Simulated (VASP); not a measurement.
Band structure of CuAu (L1_0). All values below come from r2SCAN meta-GGA with spin-orbit coupling, VASP's PBE PAW potentials (set 64) (plane waves; VASP).

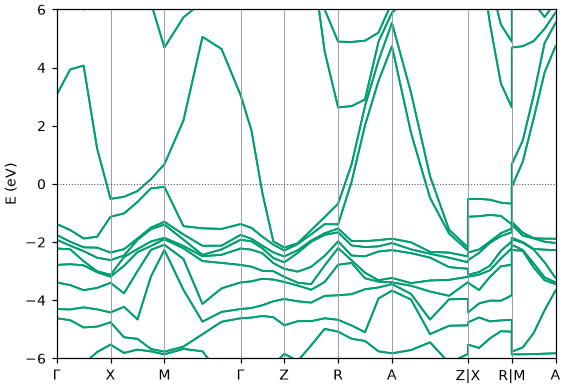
Figure: Bands along high-symmetry lines, zero at the valence-band maximum or, without a gap, the Fermi level

Q: Read the plot: is there a gap, and where are the band edges?

A: It has no gap at this level: it comes out as a metal or semimetal.

The compound is CuAu in the L1_0 structure. It was relaxed first.
